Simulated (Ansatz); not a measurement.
Start from CaF$_{2}$ in the fluorite structure (space group Fm-3m, No. 225; a = 5.439 Å). Axes: x, y, z lie along the cube axes.

It is then changed as follows: the symmetric strain tensor [0.0130 0.0020 -0.0129; 0.0020 0.0068 -0.0061; -0.0129 -0.0061 0.0076], atoms relaxed at fixed cell.

Level of theory: r2SCAN (Ansatz, a first-principles code, PAW, no spin-orbit coupling).

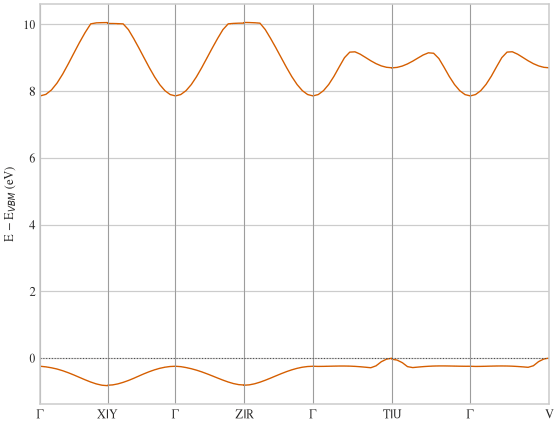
Figure. Highest valence and lowest conduction band along the path of the changed cell's own zone

### Question
Read the changed gap and its character from the plot.

### Answer
About 7.9 eV, indirect, V → Γ.

Whether these cells are dynamically stable was not tested. k-point labels follow each cell's own Brillouin zone.
